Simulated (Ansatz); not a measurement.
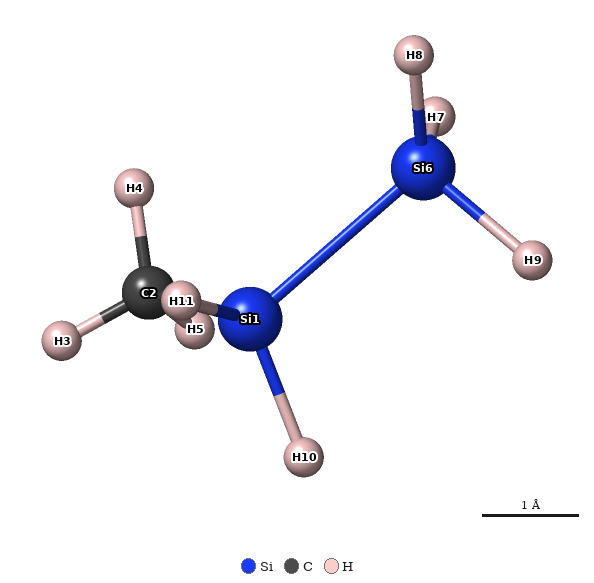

*The starting structure (ball-and-stick view, seen at a tilt; atoms are numbered from 1 in the order of the input).*

**Molecular dynamics of CH₈Si₂ (part 1 of 6)**

System: CH₈Si₂.
Method: RKS BHLYP-D4/def2-SVP (Ansatz 0.2.0).

It belongs to a series of runs on one base structure; here: dynamics from the last frame of an earlier run. Figures and captions count atoms from 1; the log counts them from 0 in places.

## What the program printed
```
Engine: ansatz 0.2.0, aarch64-unknown-linux-gnu
Functional definition: BHLYP
  parameter a = 0.5
  exchange = (1 - a)*b88_x + a*exact_x
  correlation = lyp_c
952 factors; integrals over basis functions are off by at most 3.9e-4 eV
mean field evaluation 1: about -16912.9498 eV, gradient 3.3e1 eV
mean field evaluation 2: about -16913.6699 eV, gradient 2.7e1 eV
mean field evaluation 4: about -16915.6182 eV, gradient 3.3e-1 eV
mean field evaluation 8: about -16915.6277 eV, gradient 2.5e-3 eV
mean field -16915.62774513 eV, -621.6378538093 hartree, gradient 7.7e-5 eV, S^2 0.000000; 0 other end points of the search recorded, 0 dependent functions left out
the calculation of the forces begins
reference -16915.62793389 eV, -621.6378607459 hartree; 21, 21 occupied and 69, 69 virtual orbitals, 952 factors
md step     0: t =     0.00 fs  T =   500.0 K  F+E_penalty+E_count = -16915.88849114 eV  E_kin = 0.581670 eV  conserved = -16915.30682114 eV  (21 SCF iters)
these checks for a lower state are left out or cut short: starts, cluster_reference, orbital_swaps, neighbouring_geometries, increment
952 factors; integrals over basis functions are off by at most 3.9e-4 eV
mean field evaluation 16: about -16915.6322 eV, gradient 8.2e-2 eV
mean field -16915.63224016 eV, -621.6380189984 hartree, gradient 4.8e-6 eV, S^2 0.000000; 0 other end points of the search recorded, 0 dependent functions left out
the calculation of the forces begins
reference -16915.63242895 eV, -621.6380259366 hartree; 21, 21 occupied and 69, 69 virtual orbitals, 952 factors
md step     1: t =     0.50 fs  T =   503.7 K  F+E_penalty+E_count = -16915.89291282 eV  E_kin = 0.585944 eV  conserved = -16915.30696885 eV  (26 SCF iters)
[... from here on the SCF iterations and repeated set-up lines of each step are left out, up to the last step ...]
md step     2: t =     1.00 fs  T =   504.2 K  F+E_penalty+E_count = -16915.89357215 eV  E_kin = 0.586499 eV  conserved = -16915.30707314 eV  (26 SCF iters)
md step     3: t =     1.50 fs  T =   500.0 K  F+E_penalty+E_count = -16915.88875353 eV  E_kin = 0.581671 eV  conserved = -16915.30708251 eV  (26 SCF iters)
md step     4: t =     2.00 fs  T =   491.0 K  F+E_penalty+E_count = -16915.87814578 eV  E_kin = 0.571159 eV  conserved = -16915.30698661 eV  (26 SCF iters)
md step     5: t =     2.50 fs  T =   478.1 K  F+E_penalty+E_count = -16915.86303397 eV  E_kin = 0.556222 eV  conserved = -16915.30681210 eV  (26 SCF iters)
md step     6: t =     3.00 fs  T =   463.6 K  F+E_penalty+E_count = -16915.84593424 eV  E_kin = 0.539330 eV  conserved = -16915.30660440 eV  (26 SCF iters)
md step     7: t =     3.50 fs  T =   450.0 K  F+E_penalty+E_count = -16915.82991477 eV  E_kin = 0.523504 eV  conserved = -16915.30641063 eV  (26 SCF iters)
md step     8: t =     4.00 fs  T =   439.8 K  F+E_penalty+E_count = -16915.81787956 eV  E_kin = 0.511614 eV  conserved = -16915.30626530 eV  (26 SCF iters)
md step     9: t =     4.50 fs  T =   434.8 K  F+E_penalty+E_count = -16915.81202869 eV  E_kin = 0.505843 eV  conserved = -16915.30618559 eV  (23 SCF iters)
md step    10: t =     5.00 fs  T =   436.2 K  F+E_penalty+E_count = -16915.81358344 eV  E_kin = 0.507413 eV  conserved = -16915.30617050 eV  (23 SCF iters)
md step    11: t =     5.50 fs  T =   444.0 K  F+E_penalty+E_count = -16915.82277235 eV  E_kin = 0.516564 eV  conserved = -16915.30620848 eV  (23 SCF iters)
md step    12: t =     6.00 fs  T =   457.9 K  F+E_penalty+E_count = -16915.83899291 eV  E_kin = 0.532709 eV  conserved = -16915.30628354 eV  (23 SCF iters)
md step    13: t =     6.50 fs  T =   476.8 K  F+E_penalty+E_count = -16915.86104733 eV  E_kin = 0.554666 eV  conserved = -16915.30638104 eV  (23 SCF iters)
md step    14: t =     7.00 fs  T =   499.3 K  F+E_penalty+E_count = -16915.88735874 eV  E_kin = 0.580866 eV  conserved = -16915.30649301 eV  (25 SCF iters)
md step    15: t =     7.50 fs  T =   523.9 K  F+E_penalty+E_count = -16915.91610247 eV  E_kin = 0.609485 eV  conserved = -16915.30661768 eV  (26 SCF iters)
md step    16: t =     8.00 fs  T =   548.8 K  F+E_penalty+E_count = -16915.94524419 eV  E_kin = 0.638485 eV  conserved = -16915.30675921 eV  (23 SCF iters)
md step    17: t =     8.50 fs  T =   572.1 K  F+E_penalty+E_count = -16915.97251101 eV  E_kin = 0.665591 eV  conserved = -16915.30691996 eV  (26 SCF iters)
md step    18: t =     9.00 fs  T =   591.6 K  F+E_penalty+E_count = -16915.99537734 eV  E_kin = 0.688281 eV  conserved = -16915.30709619 eV  (26 SCF iters)
md step    19: t =     9.50 fs  T =   605.0 K  F+E_penalty+E_count = -16916.01114993 eV  E_kin = 0.703877 eV  conserved = -16915.30727318 eV  (26 SCF iters)
md step    20: t =    10.00 fs  T =   610.1 K  F+E_penalty+E_count = -16916.01722640 eV  E_kin = 0.709806 eV  conserved = -16915.30741993 eV  (26 SCF iters)
md step    21: t =    10.50 fs  T =   605.2 K  F+E_penalty+E_count = -16916.01156467 eV  E_kin = 0.704068 eV  conserved = -16915.30749715 eV  (26 SCF iters)
md step    22: t =    11.00 fs  T =   589.5 K  F+E_penalty+E_count = -16915.99328570 eV  E_kin = 0.685822 eV  conserved = -16915.30746390 eV  (26 SCF iters)
md step    23: t =    11.50 fs  T =   563.9 K  F+E_penalty+E_count = -16915.96325498 eV  E_kin = 0.655956 eV  conserved = -16915.30729937 eV  (26 SCF iters)
md step    24: t =    12.00 fs  T =   530.7 K  F+E_penalty+E_count = -16915.92436473 eV  E_kin = 0.617347 eV  conserved = -16915.30701742 eV  (26 SCF iters)
md step    25: t =    12.50 fs  T =   493.9 K  F+E_penalty+E_count = -16915.88126894 eV  E_kin = 0.574593 eV  conserved = -16915.30667553 eV  (26 SCF iters)
md step    26: t =    13.00 fs  T =   458.3 K  F+E_penalty+E_count = -16915.83946747 eV  E_kin = 0.533104 eV  conserved = -16915.30636311 eV  (26 SCF iters)
md step    27: t =    13.50 fs  T =   427.9 K  F+E_penalty+E_count = -16915.80394228 eV  E_kin = 0.497777 eV  conserved = -16915.30616559 eV  (26 SCF iters)
md step    28: t =    14.00 fs  T =   405.5 K  F+E_penalty+E_count = -16915.77786033 eV  E_kin = 0.471733 eV  conserved = -16915.30612719 eV  (23 SCF iters)
md step    29: t =    14.50 fs  T =   391.7 K  F+E_penalty+E_count = -16915.76190609 eV  E_kin = 0.455675 eV  conserved = -16915.30623122 eV  (27 SCF iters)
md step    30: t =    15.00 fs  T =   385.2 K  F+E_penalty+E_count = -16915.75452567 eV  E_kin = 0.448114 eV  conserved = -16915.30641195 eV  (27 SCF iters)
md step    31: t =    15.50 fs  T =   383.6 K  F+E_penalty+E_count = -16915.75289295 eV  E_kin = 0.446299 eV  conserved = -16915.30659370 eV  (27 SCF iters)
md step    32: t =    16.00 fs  T =   384.5 K  F+E_penalty+E_count = -16915.75406092 eV  E_kin = 0.447338 eV  conserved = -16915.30672331 eV  (27 SCF iters)
md step    33: t =    16.50 fs  T =   386.0 K  F+E_penalty+E_count = -16915.75579312 eV  E_kin = 0.449007 eV  conserved = -16915.30678587 eV  (27 SCF iters)
md step    34: t =    17.00 fs  T =   386.9 K  F+E_penalty+E_count = -16915.75684092 eV  E_kin = 0.450044 eV  conserved = -16915.30679719 eV  (23 SCF iters)
md step    35: t =    17.50 fs  T =   386.8 K  F+E_penalty+E_count = -16915.75675529 eV  E_kin = 0.449971 eV  conserved = -16915.30678453 eV  (26 SCF iters)
md step    36: t =    18.00 fs  T =   385.7 K  F+E_penalty+E_count = -16915.75549495 eV  E_kin = 0.448724 eV  conserved = -16915.30677118 eV  (26 SCF iters)
md step    37: t =    18.50 fs  T =   383.6 K  F+E_penalty+E_count = -16915.75307854 eV  E_kin = 0.446311 eV  conserved = -16915.30676744 eV  (26 SCF iters)
md step    38: t =    19.00 fs  T =   380.5 K  F+E_penalty+E_count = -16915.74942272 eV  E_kin = 0.442652 eV  conserved = -16915.30677025 eV  (26 SCF iters)
md step    39: t =    19.50 fs  T =   376.2 K  F+E_penalty+E_count = -16915.74437626 eV  E_kin = 0.437608 eV  conserved = -16915.30676821 eV  (26 SCF iters)
md step    40: t =    20.00 fs  T =   370.6 K  F+E_penalty+E_count = -16915.73787501 eV  E_kin = 0.431124 eV  conserved = -16915.30675089 eV  (26 SCF iters)
md step    41: t =    20.50 fs  T =   363.9 K  F+E_penalty+E_count = -16915.73010192 eV  E_kin = 0.423390 eV  conserved = -16915.30671198 eV  (26 SCF iters)
md step    42: t =    21.00 fs  T =   356.7 K  F+E_penalty+E_count = -16915.72157311 eV  E_kin = 0.414919 eV  conserved = -16915.30665446 eV  (26 SCF iters)
md step    43: t =    21.50 fs  T =   349.4 K  F+E_penalty+E_count = -16915.71309764 eV  E_kin = 0.406508 eV  conserved = -16915.30658920 eV  (26 SCF iters)
md step    44: t =    22.00 fs  T =   343.1 K  F+E_penalty+E_count = -16915.70561898 eV  E_kin = 0.399088 eV  conserved = -16915.30653123 eV  (26 SCF iters)
md step    45: t =    22.50 fs  T =   338.2 K  F+E_penalty+E_count = -16915.69998404 eV  E_kin = 0.393487 eV  conserved = -16915.30649712 eV  (26 SCF iters)
md step    46: t =    23.00 fs  T =   335.4 K  F+E_penalty+E_count = -16915.69670123 eV  E_kin = 0.390202 eV  conserved = -16915.30649907 eV  (26 SCF iters)
md step    47: t =    23.50 fs  T =   334.6 K  F+E_penalty+E_count = -16915.69576813 eV  E_kin = 0.389228 eV  conserved = -16915.30653998 eV  (26 SCF iters)
md step    48: t =    24.00 fs  T =   335.3 K  F+E_penalty+E_count = -16915.69663934 eV  E_kin = 0.390030 eV  conserved = -16915.30660969 eV  (26 SCF iters)
md step    49: t =    24.50 fs  T =   336.7 K  F+E_penalty+E_count = -16915.69838673 eV  E_kin = 0.391701 eV  conserved = -16915.30668618 eV  (26 SCF iters)
md step    50: t =    25.00 fs  T =   338.1 K  F+E_penalty+E_count = -16915.70004763 eV  E_kin = 0.393310 eV  conserved = -16915.30673764 eV  (26 SCF iters)
md step    51: t =    25.50 fs  T =   339.0 K  F+E_penalty+E_count = -16915.70109574 eV  E_kin = 0.394362 eV  conserved = -16915.30673363 eV  (26 SCF iters)
md step    52: t =    26.00 fs  T =   339.7 K  F+E_penalty+E_count = -16915.70187155 eV  E_kin = 0.395211 eV  conserved = -16915.30666090 eV  (24 SCF iters)
md step    53: t =    26.50 fs  T =   341.4 K  F+E_penalty+E_count = -16915.70374811 eV  E_kin = 0.397213 eV  conserved = -16915.30653521 eV  (26 SCF iters)
md step    54: t =    27.00 fs  T =   345.9 K  F+E_penalty+E_count = -16915.70884855 eV  E_kin = 0.402443 eV  conserved = -16915.30640522 eV  (26 SCF iters)
md step    55: t =    27.50 fs  T =   355.0 K  F+E_penalty+E_count = -16915.71928887 eV  E_kin = 0.412953 eV  conserved = -16915.30633544 eV  (26 SCF iters)
md step    56: t =    28.00 fs  T =   369.5 K  F+E_penalty+E_count = -16915.73619397 eV  E_kin = 0.429816 eV  conserved = -16915.30637769 eV  (26 SCF iters)
md step    57: t =    28.50 fs  T =   388.9 K  F+E_penalty+E_count = -16915.75892712 eV  E_kin = 0.452385 eV  conserved = -16915.30654186 eV  (26 SCF iters)
md step    58: t =    29.00 fs  T =   411.0 K  F+E_penalty+E_count = -16915.78494865 eV  E_kin = 0.478159 eV  conserved = -16915.30678922 eV  (26 SCF iters)
md step    59: t =    29.50 fs  T =   432.7 K  F+E_penalty+E_count = -16915.81040971 eV  E_kin = 0.503360 eV  conserved = -16915.30704944 eV  (26 SCF iters)
md step    60: t =    30.00 fs  T =   450.4 K  F+E_penalty+E_count = -16915.83121363 eV  E_kin = 0.523959 eV  conserved = -16915.30725416 eV  (26 SCF iters)
md step    61: t =    30.50 fs  T =   461.3 K  F+E_penalty+E_count = -16915.84406538 eV  E_kin = 0.536702 eV  conserved = -16915.30736373 eV  (26 SCF iters)
md step    62: t =    31.00 fs  T =   464.0 K  F+E_penalty+E_count = -16915.84711411 eV  E_kin = 0.539742 eV  conserved = -16915.30737231 eV  (26 SCF iters)
md step    63: t =    31.50 fs  T =   458.0 K  F+E_penalty+E_count = -16915.84007282 eV  E_kin = 0.532773 eV  conserved = -16915.30729975 eV  (26 SCF iters)
md step    64: t =    32.00 fs  T =   444.2 K  F+E_penalty+E_count = -16915.82394267 eV  E_kin = 0.516767 eV  conserved = -16915.30717587 eV  (26 SCF iters)
md step    65: t =    32.50 fs  T =   424.3 K  F+E_penalty+E_count = -16915.80058397 eV  E_kin = 0.493559 eV  conserved = -16915.30702450 eV  (26 SCF iters)
md step    66: t =    33.00 fs  T =   400.1 K  F+E_penalty+E_count = -16915.77234691 eV  E_kin = 0.465488 eV  conserved = -16915.30685853 eV  (23 SCF iters)
md step    67: t =    33.50 fs  T =   374.1 K  F+E_penalty+E_count = -16915.74184714 eV  E_kin = 0.435163 eV  conserved = -16915.30668381 eV  (23 SCF iters)
md step    68: t =    34.00 fs  T =   348.4 K  F+E_penalty+E_count = -16915.71185299 eV  E_kin = 0.405348 eV  conserved = -16915.30650467 eV  (23 SCF iters)
md step    69: t =    34.50 fs  T =   325.7 K  F+E_penalty+E_count = -16915.68519557 eV  E_kin = 0.378866 eV  conserved = -16915.30632963 eV  (24 SCF iters)
md step    70: t =    35.00 fs  T =   308.1 K  F+E_penalty+E_count = -16915.66461453 eV  E_kin = 0.358440 eV  conserved = -16915.30617501 eV  (24 SCF iters)
md step    71: t =    35.50 fs  T =   297.8 K  F+E_penalty+E_count = -16915.65249844 eV  E_kin = 0.346435 eV  conserved = -16915.30606332 eV  (21 SCF iters)
md step    72: t =    36.00 fs  T =   296.2 K  F+E_penalty+E_count = -16915.65054278 eV  E_kin = 0.344526 eV  conserved = -16915.30601687 eV  (23 SCF iters)
md step    73: t =    36.50 fs  T =   303.7 K  F+E_penalty+E_count = -16915.65940415 eV  E_kin = 0.353351 eV  conserved = -16915.30605339 eV  (22 SCF iters)
md step    74: t =    37.00 fs  T =   320.0 K  F+E_penalty+E_count = -16915.67844303 eV  E_kin = 0.372264 eV  conserved = -16915.30617884 eV  (22 SCF iters)
md step    75: t =    37.50 fs  T =   343.2 K  F+E_penalty+E_count = -16915.70565331 eV  E_kin = 0.399271 eV  conserved = -16915.30638221 eV  (23 SCF iters)
md step    76: t =    38.00 fs  T =   370.7 K  F+E_penalty+E_count = -16915.73784526 eV  E_kin = 0.431209 eV  conserved = -16915.30663582 eV  (23 SCF iters)
md step    77: t =    38.50 fs  T =   399.0 K  F+E_penalty+E_count = -16915.77109093 eV  E_kin = 0.464194 eV  conserved = -16915.30689654 eV  (23 SCF iters)
md step    78: t =    39.00 fs  T =   424.9 K  F+E_penalty+E_count = -16915.80139173 eV  E_kin = 0.494277 eV  conserved = -16915.30711444 eV  (23 SCF iters)
md step    79: t =    39.50 fs  T =   445.4 K  F+E_penalty+E_count = -16915.82544916 eV  E_kin = 0.518207 eV  conserved = -16915.30724232 eV  (23 SCF iters)
md step    80: t =    40.00 fs  T =   459.1 K  F+E_penalty+E_count = -16915.84137013 eV  E_kin = 0.534118 eV  conserved = -16915.30725224 eV  (26 SCF iters)
md step    81: t =    40.50 fs  T =   465.8 K  F+E_penalty+E_count = -16915.84908109 eV  E_kin = 0.541935 eV  conserved = -16915.30714643 eV  (26 SCF iters)
md step    82: t =    41.00 fs  T =   467.0 K  F+E_penalty+E_count = -16915.85026357 eV  E_kin = 0.543299 eV  conserved = -16915.30696474 eV  (26 SCF iters)
md step    83: t =    41.50 fs  T =   465.0 K  F+E_penalty+E_count = -16915.84773161 eV  E_kin = 0.540958 eV  conserved = -16915.30677405 eV  (26 SCF iters)
md step    84: t =    42.00 fs  T =   462.3 K  F+E_penalty+E_count = -16915.84441083 eV  E_kin = 0.537767 eV  conserved = -16915.30664426 eV  (26 SCF iters)
md step    85: t =    42.50 fs  T =   460.5 K  F+E_penalty+E_count = -16915.84229867 eV  E_kin = 0.535685 eV  conserved = -16915.30661410 eV  (26 SCF iters)
md step    86: t =    43.00 fs  T =   460.1 K  F+E_penalty+E_count = -16915.84187570 eV  E_kin = 0.535200 eV  conserved = -16915.30667570 eV  (26 SCF iters)
md step    87: t =    43.50 fs  T =   460.3 K  F+E_penalty+E_count = -16915.84222459 eV  E_kin = 0.535445 eV  conserved = -16915.30677955 eV  (26 SCF iters)
md step    88: t =    44.00 fs  T =   459.8 K  F+E_penalty+E_count = -16915.84176176 eV  E_kin = 0.534898 eV  conserved = -16915.30686372 eV  (26 SCF iters)
md step    89: t =    44.50 fs  T =   457.5 K  F+E_penalty+E_count = -16915.83916459 eV  E_kin = 0.532280 eV  conserved = -16915.30688485 eV  (26 SCF iters)
md step    90: t =    45.00 fs  T =   453.2 K  F+E_penalty+E_count = -16915.83403317 eV  E_kin = 0.527199 eV  conserved = -16915.30683449 eV  (26 SCF iters)
md step    91: t =    45.50 fs  T =   447.2 K  F+E_penalty+E_count = -16915.82703792 eV  E_kin = 0.520301 eV  conserved = -16915.30673654 eV  (24 SCF iters)
md step    92: t =    46.00 fs  T =   440.9 K  F+E_penalty+E_count = -16915.81959527 eV  E_kin = 0.512968 eV  conserved = -16915.30662691 eV  (26 SCF iters)
md step    93: t =    46.50 fs  T =   435.6 K  F+E_penalty+E_count = -16915.81333379 eV  E_kin = 0.506797 eV  conserved = -16915.30653677 eV  (26 SCF iters)
md step    94: t =    47.00 fs  T =   432.5 K  F+E_penalty+E_count = -16915.80962324 eV  E_kin = 0.503143 eV  conserved = -16915.30648061 eV  (26 SCF iters)
md step    95: t =    47.50 fs  T =   432.3 K  F+E_penalty+E_count = -16915.80933747 eV  E_kin = 0.502880 eV  conserved = -16915.30645728 eV  (26 SCF iters)
md step    96: t =    48.00 fs  T =   435.3 K  F+E_penalty+E_count = -16915.81285311 eV  E_kin = 0.506396 eV  conserved = -16915.30645669 eV  (26 SCF iters)
md step    97: t =    48.50 fs  T =   441.6 K  F+E_penalty+E_count = -16915.82017830 eV  E_kin = 0.513708 eV  conserved = -16915.30647058 eV  (26 SCF iters)
md step    98: t =    49.00 fs  T =   450.9 K  F+E_penalty+E_count = -16915.83107129 eV  E_kin = 0.524574 eV  conserved = -16915.30649712 eV  (26 SCF iters)
md step    99: t =    49.50 fs  T =   462.9 K  F+E_penalty+E_count = -16915.84506946 eV  E_kin = 0.538527 eV  conserved = -16915.30654220 eV  (26 SCF iters)
md step   100: t =    50.00 fs  T =   476.9 K  F+E_penalty+E_count = -16915.86142030 eV  E_kin = 0.554807 eV  conserved = -16915.30661301 eV  (26 SCF iters)
md step   101: t =    50.50 fs  T =   491.9 K  F+E_penalty+E_count = -16915.87898234 eV  E_kin = 0.572269 eV  conserved = -16915.30671381 eV  (26 SCF iters)
md step   102: t =    51.00 fs  T =   506.6 K  F+E_penalty+E_count = -16915.89617412 eV  E_kin = 0.589333 eV  conserved = -16915.30684137 eV  (26 SCF iters)
md step   103: t =    51.50 fs  T =   519.2 K  F+E_penalty+E_count = -16915.91103831 eV  E_kin = 0.604054 eV  conserved = -16915.30698447 eV  (26 SCF iters)
md step   104: t =    52.00 fs  T =   528.1 K  F+E_penalty+E_count = -16915.92143756 eV  E_kin = 0.614317 eV  conserved = -16915.30712010 eV  (26 SCF iters)
md step   105: t =    52.50 fs  T =   531.4 K  F+E_penalty+E_count = -16915.92538291 eV  E_kin = 0.618159 eV  conserved = -16915.30722411 eV  (26 SCF iters)
md step   106: t =    53.00 fs  T =   527.9 K  F+E_penalty+E_count = -16915.92141911 eV  E_kin = 0.614149 eV  conserved = -16915.30727040 eV  (26 SCF iters)
md step   107: t =    53.50 fs  T =   517.3 K  F+E_penalty+E_count = -16915.90901581 eV  E_kin = 0.601776 eV  conserved = -16915.30723996 eV  (26 SCF iters)
md step   108: t =    54.00 fs  T =   500.1 K  F+E_penalty+E_count = -16915.88885617 eV  E_kin = 0.581731 eV  conserved = -16915.30712509 eV  (26 SCF iters)
md step   109: t =    54.50 fs  T =   477.9 K  F+E_penalty+E_count = -16915.86292825 eV  E_kin = 0.555991 eV  conserved = -16915.30693772 eV  (26 SCF iters)
md step   110: t =    55.00 fs  T =   453.5 K  F+E_penalty+E_count = -16915.83431855 eV  E_kin = 0.527608 eV  conserved = -16915.30671074 eV  (22 SCF iters)
md step   111: t =    55.50 fs  T =   430.0 K  F+E_penalty+E_count = -16915.80668320 eV  E_kin = 0.500189 eV  conserved = -16915.30649436 eV  (26 SCF iters)
md step   112: t =    56.00 fs  T =   410.1 K  F+E_penalty+E_count = -16915.78347858 eV  E_kin = 0.477140 eV  conserved = -16915.30633899 eV  (26 SCF iters)
md step   113: t =    56.50 fs  T =   396.2 K  F+E_penalty+E_count = -16915.76718189 eV  E_kin = 0.460903 eV  conserved = -16915.30627900 eV  (26 SCF iters)
md step   114: t =    57.00 fs  T =   388.9 K  F+E_penalty+E_count = -16915.75877407 eV  E_kin = 0.452456 eV  conserved = -16915.30631834 eV  (26 SCF iters)
md step   115: t =    57.50 fs  T =   387.9 K  F+E_penalty+E_count = -16915.75768883 eV  E_kin = 0.451259 eV  conserved = -16915.30642944 eV  (26 SCF iters)
md step   116: t =    58.00 fs  T =   391.7 K  F+E_penalty+E_count = -16915.76222557 eV  E_kin = 0.455658 eV  conserved = -16915.30656772 eV  (26 SCF iters)
md step   117: t =    58.50 fs  T =   398.4 K  F+E_penalty+E_count = -16915.77021173 eV  E_kin = 0.463518 eV  conserved = -16915.30669394 eV  (26 SCF iters)
md step   118: t =    59.00 fs  T =   406.4 K  F+E_penalty+E_count = -16915.77960387 eV  E_kin = 0.472816 eV  conserved = -16915.30678811 eV  (26 SCF iters)
md step   119: t =    59.50 fs  T =   414.3 K  F+E_penalty+E_count = -16915.78880497 eV  E_kin = 0.481953 eV  conserved = -16915.30685230 eV  (26 SCF iters)
md step   120: t =    60.00 fs  T =   421.0 K  F+E_penalty+E_count = -16915.79665495 eV  E_kin = 0.489755 eV  conserved = -16915.30690014 eV  (26 SCF iters)
md step   121: t =    60.50 fs  T =   425.7 K  F+E_penalty+E_count = -16915.80223737 eV  E_kin = 0.495292 eV  conserved = -16915.30694564 eV  (25 SCF iters)
md step   122: t =    61.00 fs  T =   427.8 K  F+E_penalty+E_count = -16915.80469794 eV  E_kin = 0.497709 eV  conserved = -16915.30698850 eV  (26 SCF iters)
md step   123: t =    61.50 fs  T =   426.5 K  F+E_penalty+E_count = -16915.80323521 eV  E_kin = 0.496217 eV  conserved = -16915.30701792 eV  (26 SCF iters)
md step   124: t =    62.00 fs  T =   421.4 K  F+E_penalty+E_count = -16915.79725805 eV  E_kin = 0.490238 eV  conserved = -16915.30702007 eV  (26 SCF iters)
md step   125: t =    62.50 fs  T =   412.3 K  F+E_penalty+E_count = -16915.78660220 eV  E_kin = 0.479617 eV  conserved = -16915.30698486 eV  (26 SCF iters)
```
